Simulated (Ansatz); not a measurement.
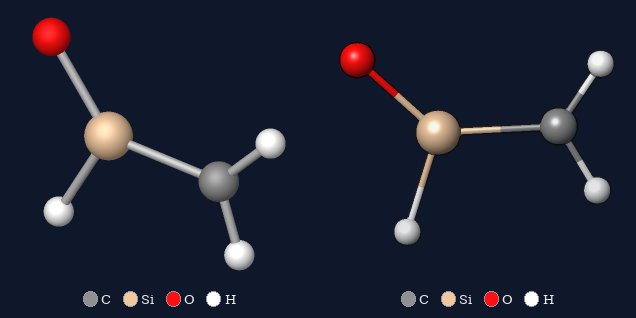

Two views of one molecule.

Charge −1, singlet. Computed geometry: PBE-D4/def2-SVPD optimisation. No frequency run is at hand to confirm it as a minimum.

Question: What is the molecular formula?

Answer: CH₃OSi⁻, 6 atoms: 1 carbon, 3 hydrogen, 1 oxygen and 1 silicon.

Question: Count the bonded pairs by element.

Answer: 2 C–H, 1 C–Si, 1 O–Si, 1 Si–H. Sticks follow a distance rule.

Question: How many sets of symmetry-equivalent atoms are there?

Answer: 6: 1 C, 1 Si, 1 O, 1 H, 1 H, 1 H.

Question: Give the symmetry (Schoenflies symbol).

Answer: Cs.
